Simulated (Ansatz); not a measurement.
# Nudged elastic band of SiH₄OF

The run: nudged elastic band of SiH₄OF, multiplicity 2. Method and program: UHF/def2-SVP (Ansatz 0.2.0).

It belongs to a series of runs on one base structure; here: band between the two ends. Figures and captions count atoms from 1; the log counts them from 0 in places.

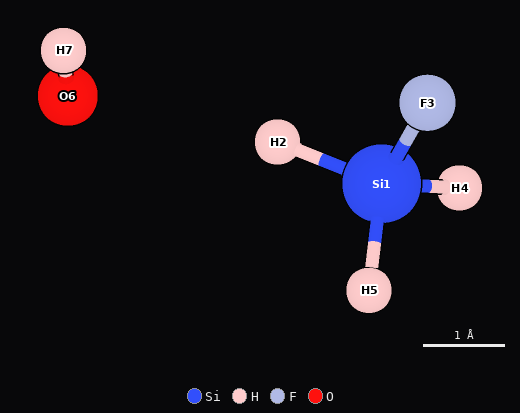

*The starting structure (ball-and-stick view, seen at a tilt; atoms are numbered from 1 in the order of the input).*

The input
```yaml
crystal:
  periodic: [false, false, false]
  atoms:
    - { symbol: Si, position_ang: [-0.011022, 0.010162, -0.304813] }
    - { symbol: H, position_ang: [-0.03259, -0.121775, 1.161777] }
    - { symbol: F, position_ang: [1.51835, -0.132024, -0.796612] }
    - { symbol: H, position_ang: [-0.507636, 1.3339, -0.720625] }
    - { symbol: H, position_ang: [-0.797991, -1.063855, -0.937702] }
    - { symbol: O, position_ang: [-0.717854, -0.222392, 4.099675] }
    - { symbol: H, position_ang: [0.158344, -0.605116, 4.083501] }
magnetization:
  spin_polarized: true
  initial_magnetization: 1
basis:
  gaussian: { orbitals: def2-SVP }
hamiltonian:
  xc: hf
neb:
  order_check: false
  images: 5
  f_tol: 0.03
  max_iterations: 60
  final_atoms:
    - { symbol: Si, position_ang: [0.44572219, -0.11114197, -0.23006743] }
    - { symbol: H, position_ang: [-0.23074829, 0.61872967, 3.12964586] }
    - { symbol: F, position_ang: [0.95389794, -0.13836686, -1.77427452] }
    - { symbol: H, position_ang: [-0.34978278, 1.12287468, -0.07033444] }
    - { symbol: H, position_ang: [-0.35823345, -1.33472519, -0.03303894] }
    - { symbol: O, position_ang: [-0.37699172, -0.08874505, 2.51951615] }
    - { symbol: H, position_ang: [-0.47426287, -0.86972529, 3.04375432] }
  initial_path:
    images:
      - { positions_ang: [[-0.011022, 0.010162, -0.304813], [-0.03259, -0.121775, 1.161777], [1.51835, -0.132024, -0.796612], [-0.507636, 1.3339, -0.720625], [-0.797991, -1.063855, -0.937702], [-0.717854, -0.222392, 4.099675], [0.158344, -0.605116, 4.083501]] }
      - { positions_ang: [[-0.01028154, 0.00642907, -0.2034106], [-0.01576891, -0.08275252, 1.3442454], [1.5056084, -0.11398059, -0.71559624], [-0.552112, 1.29778768, -0.63853965], [-0.78701865, -1.09390522, -0.78431567], [-0.46580013, -0.15076788, 3.7394566], [-0.06502618, -0.66391053, 3.84336116]] }
      - { positions_ang: [[-0.00954107, 0.00269614, -0.1020082], [0.00105217, -0.04373003, 1.5267138], [1.4928668, -0.09593719, -0.63458048], [-0.596588, 1.26167537, -0.5564543], [-0.77604629, -1.12395545, -0.63092934], [-0.21374625, -0.07914377, 3.3792382], [-0.28839636, -0.72270507, 3.60322131]] }
      - { positions_ang: [[-0.00880061, -0.0010368, -0.0006058], [0.01787326, -0.00470755, 1.70918221], [1.4801252, -0.07789378, -0.55356472], [-0.641064, 1.22556305, -0.47436894], [-0.76507394, -1.15400567, -0.47754302], [0.03830762, -0.00751965, 3.0190198], [-0.51176653, -0.7814996, 3.36308147]] }
      - { positions_ang: [[0.14270699, -0.03773852, -0.07709301], [-0.06500059, 0.20310486, 2.18267009], [1.30471611, -0.09805147, -0.96046799], [-0.54397026, 1.19133359, -0.33969078], [-0.62946044, -1.21424551, -0.32937499], [-0.10012549, -0.03459478, 2.85251859], [-0.49926531, -0.81090817, 3.25663909]] }
      - { positions_ang: [[0.29421459, -0.07444025, -0.15358022], [-0.14787444, 0.41091727, 2.65615798], [1.12930702, -0.11820916, -1.36737126], [-0.44687652, 1.15710414, -0.20501261], [-0.49384695, -1.27448535, -0.18120696], [-0.23855861, -0.06166991, 2.68601737], [-0.48676409, -0.84031673, 3.1501967]] }
      - { positions_ang: [[0.44572219, -0.11114197, -0.23006743], [-0.23074829, 0.61872967, 3.12964586], [0.95389794, -0.13836686, -1.77427452], [-0.34978278, 1.12287468, -0.07033444], [-0.35823345, -1.33472519, -0.03303894], [-0.37699172, -0.08874505, 2.51951615], [-0.47426287, -0.86972529, 3.04375432]] }
```

Launched with:
```bash
ansatz run input.yaml --threads 1 --pin off --max-ram 2048MiB --backend cpu --events-out ev --progress --plain --runs-dir out
```

Output
```
Engine: ansatz 0.2.0, x86_64-unknown-linux-gnu
Functional definition: HF
  exchange = exact_x
  correlation = 0
668 factors; integrals over basis functions are off by at most 6.7e-4 eV
mean field evaluation 1: about -12648.5199 eV, gradient 3.6e1 eV
mean field evaluation 2: about -12648.5349 eV, gradient 3.6e1 eV
mean field evaluation 4: about -12661.2931 eV, gradient 1.0e1 eV
mean field evaluation 8: about -12661.9343 eV, gradient 3.2e-1 eV
mean field evaluation 16: about -12661.9360 eV, gradient 6.5e-3 eV
mean field evaluation 32: about -12661.9522 eV, gradient 3.3e-2 eV
mean field evaluation 64: about -12661.9359 eV, gradient 1.3e-1 eV
mean field evaluation 96: about -12661.9397 eV, gradient 2.0e-1 eV
mean field evaluation 128: about -12661.8673 eV, gradient 2.6e0 eV
mean field evaluation 160: about -12656.3220 eV, gradient 8.2e0 eV
mean field evaluation 192: about -12661.9397 eV, gradient 2.0e-1 eV
mean field evaluation 224: about -12661.9507 eV, gradient 1.4e-1 eV
mean field -12661.95275355 eV, -465.3181811132 hartree, gradient 1.6e-8 eV, S^2 0.754763; 3 other end points of the search recorded, 0 dependent functions left out
the calculation of the forces begins
reference -12661.95275355 eV, -465.3181811132 hartree; 18, 17 occupied and 48, 49 virtual orbitals, 668 factors
671 factors; integrals over basis functions are off by at most 9.9e-4 eV
mean field -12662.38700048 eV, -465.3341393935 hartree, gradient 7.4e-5 eV, S^2 0.752355; 0 other end points of the search recorded, 0 dependent functions left out
[... from here on the field's lines of each further geometry are left out, up to the last ...]
NEB iter   1: max|band force component| = 1.932e2 eV/Å  barrier→ = 25.7278 eV  barrier← = 26.1620 eV  Δτ_max = 0.2000 Å  (1060 SCF iters)
NEB iter   2: max|band force component| = 1.581e1 eV/Å  barrier→ = 2.0636 eV  barrier← = 2.4979 eV  Δτ_max = 0.2000 Å  (298 SCF iters)
NEB iter   3: max|band force component| = 8.843e0 eV/Å  barrier→ = 1.2215 eV  barrier← = 1.6558 eV  Δτ_max = 0.2000 Å  (477 SCF iters)
NEB iter   4: max|band force component| = 6.021e0 eV/Å  barrier→ = 1.5180 eV  barrier← = 1.9522 eV  Δτ_max = 0.1900 Å  (310 SCF iters)
NEB iter   5: max|band force component| = 3.494e0 eV/Å  barrier→ = 1.5569 eV  barrier← = 1.9912 eV  Δτ_max = 0.2000 Å  (328 SCF iters)
NEB iter   6: max|band force component| = 5.322e0 eV/Å  barrier→ = 1.4014 eV  barrier← = 1.8357 eV  Δτ_max = 0.1012 Å  (342 SCF iters)
NEB iter   7: max|band force component| = 4.995e0 eV/Å  barrier→ = 1.0933 eV  barrier← = 1.5275 eV  Δτ_max = 0.0501 Å  (307 SCF iters)
NEB iter   8: max|band force component| = 4.346e0 eV/Å  barrier→ = 0.7622 eV  barrier← = 1.1965 eV  Δτ_max = 0.0501 Å  (274 SCF iters)
NEB iter   9: max|band force component| = 3.307e0 eV/Å  barrier→ = 0.3917 eV  barrier← = 0.8260 eV  Δτ_max = 0.0509 Å  (272 SCF iters)
NEB iter  10: max|band force component| = 1.977e0 eV/Å  barrier→ = 0.1116 eV  barrier← = 0.5458 eV  Δτ_max = 0.1007 Å  (299 SCF iters)
NEB iter  11: max|band force component| = 7.167e-1 eV/Å  barrier→ = 0.0833 eV  barrier← = 0.5176 eV  Δτ_max = 0.1989 Å  (306 SCF iters)
NEB iter  12: max|band force component| = 1.853e0 eV/Å  barrier→ = 0.1899 eV  barrier← = 0.6242 eV  Δτ_max = 0.1002 Å  (326 SCF iters)
NEB iter  13: max|band force component| = 4.149e0 eV/Å  barrier→ = 0.3376 eV  barrier← = 0.7719 eV  CI = image 3  Δτ_max = 0.2000 Å  (315 SCF iters)
NEB iter  14: max|band force component| = 3.746e0 eV/Å  barrier→ = 0.6405 eV  barrier← = 1.0747 eV  CI = image 3  Δτ_max = 0.1959 Å  (326 SCF iters)
NEB iter  15: max|band force component| = 3.085e0 eV/Å  barrier→ = 0.7112 eV  barrier← = 1.1455 eV  CI = image 3  Δτ_max = 0.2000 Å  (316 SCF iters)
NEB iter  16: max|band force component| = 1.890e0 eV/Å  barrier→ = 1.0297 eV  barrier← = 1.4640 eV  CI = image 3  Δτ_max = 0.1949 Å  (311 SCF iters)
NEB iter  17: max|band force component| = 2.085e0 eV/Å  barrier→ = 0.9954 eV  barrier← = 1.4297 eV  CI = image 3  Δτ_max = 0.1879 Å  (286 SCF iters)
NEB iter  18: max|band force component| = 8.841e-1 eV/Å  barrier→ = 1.1215 eV  barrier← = 1.5558 eV  CI = image 3  Δτ_max = 0.1703 Å  (336 SCF iters)
NEB iter  19: max|band force component| = 6.591e-1 eV/Å  barrier→ = 1.0754 eV  barrier← = 1.5096 eV  CI = image 3  Δτ_max = 0.1456 Å  (289 SCF iters)
NEB iter  20: max|band force component| = 4.822e-1 eV/Å  barrier→ = 1.0447 eV  barrier← = 1.4790 eV  CI = image 3  Δτ_max = 0.0920 Å  (287 SCF iters)
NEB iter  21: max|band force component| = 2.235e-1 eV/Å  barrier→ = 1.0430 eV  barrier← = 1.4773 eV  CI = image 3  Δτ_max = 0.0841 Å  (290 SCF iters)
NEB iter  22: max|band force component| = 1.516e-1 eV/Å  barrier→ = 1.0398 eV  barrier← = 1.4740 eV  CI = image 3  Δτ_max = 0.1921 Å  (293 SCF iters)
NEB iter  23: max|band force component| = 2.455e-1 eV/Å  barrier→ = 1.0324 eV  barrier← = 1.4667 eV  CI = image 3  Δτ_max = 0.1004 Å  (281 SCF iters)
NEB iter  24: max|band force component| = 1.477e-1 eV/Å  barrier→ = 1.0301 eV  barrier← = 1.4644 eV  CI = image 3  Δτ_max = 0.1002 Å  (289 SCF iters)
NEB iter  25: max|band force component| = 1.223e-1 eV/Å  barrier→ = 1.0288 eV  barrier← = 1.4630 eV  CI = image 3  Δτ_max = 0.0665 Å  (282 SCF iters)
NEB iter  26: max|band force component| = 9.503e-2 eV/Å  barrier→ = 1.0281 eV  barrier← = 1.4623 eV  CI = image 3  Δτ_max = 0.1007 Å  (288 SCF iters)
NEB iter  27: max|band force component| = 1.364e-1 eV/Å  barrier→ = 1.0267 eV  barrier← = 1.4610 eV  CI = image 3  Δτ_max = 0.0501 Å  (282 SCF iters)
NEB iter  28: max|band force component| = 1.439e-1 eV/Å  barrier→ = 1.0256 eV  barrier← = 1.4599 eV  CI = image 3  Δτ_max = 0.0250 Å  (295 SCF iters)
NEB iter  29: max|band force component| = 8.465e-2 eV/Å  barrier→ = 1.0250 eV  barrier← = 1.4592 eV  CI = image 3  Δτ_max = 0.0250 Å  (292 SCF iters)
NEB iter  30: max|band force component| = 6.801e-2 eV/Å  barrier→ = 1.0243 eV  barrier← = 1.4585 eV  CI = image 3  Δτ_max = 0.0250 Å  (298 SCF iters)
NEB iter  31: max|band force component| = 4.841e-2 eV/Å  barrier→ = 1.0236 eV  barrier← = 1.4578 eV  CI = image 3  Δτ_max = 0.0250 Å  (298 SCF iters)
the calculation of the forces begins
reference -12662.28523523 eV, -465.3303995896 hartree; 18, 17 occupied and 48, 49 virtual orbitals, 670 factors
670 factors; integrals over basis functions are off by at most 1.4e-3 eV
mean field evaluation 2656: about -12660.9172 eV, gradient 5.8e-1 eV
mean field -12660.92997832 eV, -465.2805948168 hartree, gradient 5.9e-5 eV, S^2 0.788921; 1 other end points of the search recorded, 0 dependent functions left out
the calculation of the forces begins
reference -12660.92997832 eV, -465.2805948168 hartree; 18, 17 occupied and 48, 49 virtual orbitals, 670 factors
NEB iter  32: max|band force component| = 2.744e-2 eV/Å  barrier→ = 1.0228 eV  barrier← = 1.4570 eV  CI = image 3  Δτ_max = 0.0000 Å  (925 SCF iters)
```

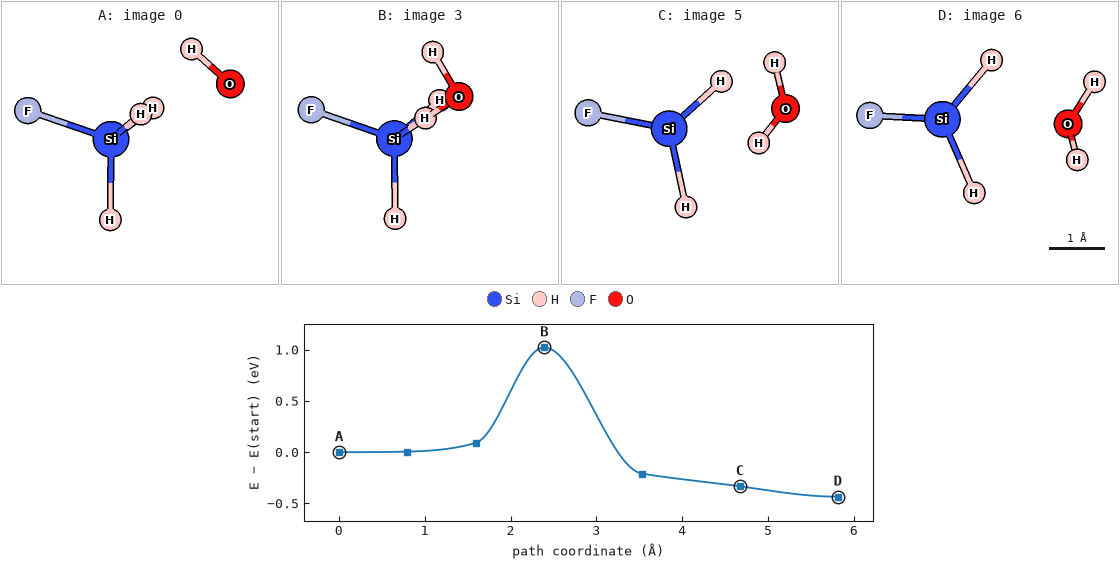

*Images of the last band (counted from 0; ball-and-stick, seen at a tilt) above the energy along the path; the line is a cubic interpolation that uses the forces.*

The highest image is number 3, 1.023 eV above the start and 1.457 eV above the end (the climbing image); the end lies 0.434 eV below the start. The path is 5.81 Å long. The band converged in 32 iterations.

```
Total energy: -12660.92997832 eV, -465.2805948168 hartree
Atom 0 at    -0.069670    -0.005821     0.059809 Å, force    -0.000808     0.009602    -0.001037 eV/Å
Atom 1 at    -0.194218     0.066329     1.720255 Å, force    -0.032067    -0.018566     0.021784 eV/Å
Atom 2 at     1.470860    -0.260888    -0.341461 Å, force     0.004609    -0.004469     0.008685 eV/Å
Atom 3 at    -0.507100     1.271142    -0.531951 Å, force     0.002825     0.001117    -0.000750 eV/Å
Atom 4 at    -0.869709    -1.142085    -0.430359 Å, force    -0.000116    -0.001610    -0.006437 eV/Å
Atom 5 at    -0.458016    -0.060429     2.938812 Å, force     0.013568     0.012867    -0.014849 eV/Å
Atom 6 at     0.237453    -0.669348     3.170096 Å, force     0.011990     0.001059    -0.007396 eV/Å
Dipole moment:    -0.044191    -0.142845    -0.067126 e Å
this run last wrote the band of iteration 32 to [file]
```

The last band as extended XYZ (Å, eV, eV/Å)
```
7
Properties=species:S:1:pos:R:3:forces:R:3 image=0 energy=-12661.95275
Si   -0.0110    0.0102   -0.3048   -0.0029  -0.0017   0.0010
H    -0.0326   -0.1218    1.1618   -0.0004  -0.0010  -0.0006
F     1.5184   -0.1320   -0.7966    0.0018  -0.0006  -0.0007
H    -0.5076    1.3339   -0.7206    0.0009   0.0007   0.0003
H    -0.7980   -1.0639   -0.9377    0.0002   0.0018  -0.0001
O    -0.7179   -0.2224    4.0997    0.0047  -0.0057  -0.0007
H     0.1583   -0.6051    4.0835   -0.0043   0.0064   0.0008
7
Properties=species:S:1:pos:R:3:forces:R:3 image=1 energy=-12661.94729
Si    0.0251    0.0553   -0.1918    0.0020   0.0055  -0.0053
H     0.2117    0.2090    1.2594    0.0072   0.0000  -0.0063
F     1.4643   -0.2704   -0.8423    0.0001  -0.0002  -0.0150
H    -0.4813    1.3036   -0.7894    0.0011  -0.0014  -0.0039
H    -0.8780   -1.0712   -0.4863   -0.0002   0.0003  -0.0033
O    -0.8338   -0.4191    3.8462   -0.0101  -0.0082   0.0173
H     0.1016   -0.6084    3.7893   -0.0001   0.0040   0.0166
7
Properties=species:S:1:pos:R:3:forces:R:3 image=2 energy=-12661.86235
Si   -0.0530    0.0474   -0.0544    0.0241   0.0200  -0.0406
H    -0.0502    0.2039    1.4042    0.0298   0.0459  -0.1120
F     1.4527   -0.3213   -0.4995   -0.0113   0.0001  -0.0459
H    -0.4434    1.3122   -0.6982    0.0040  -0.0007  -0.0607
H    -0.9377   -1.0568   -0.4646   -0.0014   0.0046  -0.0122
O    -0.5833   -0.2447    3.5070   -0.0629  -0.0529   0.1945
H     0.2245   -0.7418    3.3908    0.0176  -0.0170   0.0769
7
Properties=species:S:1:pos:R:3:forces:R:3 image=3 energy=-12660.92998
Si   -0.0697   -0.0058    0.0598   -0.0008   0.0096  -0.0010
H    -0.1942    0.0663    1.7203   -0.0321  -0.0186   0.0218
F     1.4709   -0.2609   -0.3415    0.0046  -0.0045   0.0087
H    -0.5071    1.2711   -0.5320    0.0028   0.0011  -0.0008
H    -0.8697   -1.1421   -0.4304   -0.0001  -0.0016  -0.0064
O    -0.4580   -0.0604    2.9388    0.0136   0.0129  -0.0148
H     0.2375   -0.6693    3.1701    0.0120   0.0011  -0.0074
7
Properties=species:S:1:pos:R:3:forces:R:3 image=4 energy=-12662.16140
Si   -0.0410    0.0741   -0.2463   -0.0029   0.0135  -0.0537
H    -0.0971    0.3354    2.5279    0.0080   0.0498   0.1519
F     1.4591   -0.2968   -0.7176    0.0125  -0.0043  -0.0643
H    -0.4752    1.3034   -0.9397   -0.0004  -0.0009  -0.0866
H    -0.9226   -1.0737   -0.5336    0.0037   0.0022  -0.0201
O    -0.4995   -0.2660    3.1353   -0.0190  -0.0372   0.0331
H     0.1859   -0.8774    3.3591   -0.0019  -0.0230   0.0397
7
Properties=species:S:1:pos:R:3:forces:R:3 image=5 energy=-12662.28523
Si    0.2166   -0.0544   -0.2694    0.0075  -0.0077   0.0174
H    -0.1103    0.5796    3.0385   -0.0010   0.0319   0.0650
F     1.3595   -0.2210   -1.4045    0.0086  -0.0006  -0.1042
H    -0.4951    1.2194   -0.5272    0.0055  -0.0133   0.0485
H    -0.7076   -1.2017   -0.3819    0.0223  -0.0120   0.0186
O    -0.5942   -0.2170    2.8817   -0.0167   0.0085  -0.0338
H    -0.0593   -0.9060    3.2480   -0.0261  -0.0067  -0.0115
7
Properties=species:S:1:pos:R:3:forces:R:3 image=6 energy=-12662.38700
Si    0.4457   -0.1111   -0.2301    0.0029  -0.0005   0.0041
H    -0.2307    0.6187    3.1296   -0.0019  -0.0004  -0.0018
F     0.9539   -0.1384   -1.7743   -0.0032   0.0017   0.0009
H    -0.3498    1.1229   -0.0703    0.0019  -0.0019  -0.0033
H    -0.3582   -1.3347   -0.0330   -0.0014   0.0009  -0.0018
O    -0.3770   -0.0887    2.5195    0.0003  -0.0007   0.0021
H    -0.4743   -0.8697    3.0438    0.0015   0.0010  -0.0002
```

Summary

```csv
quantity,value
outcome,converged
"barrier, forward",1.023 eV
"barrier, backward",1.457 eV
hardware,"1 thread of Intel Xeon (Granite Rapids), 32 GiB of memory available, shared host"
wall time,1.9 min
peak memory,0.17 GiB
```

The order of the saddle point was not checked.
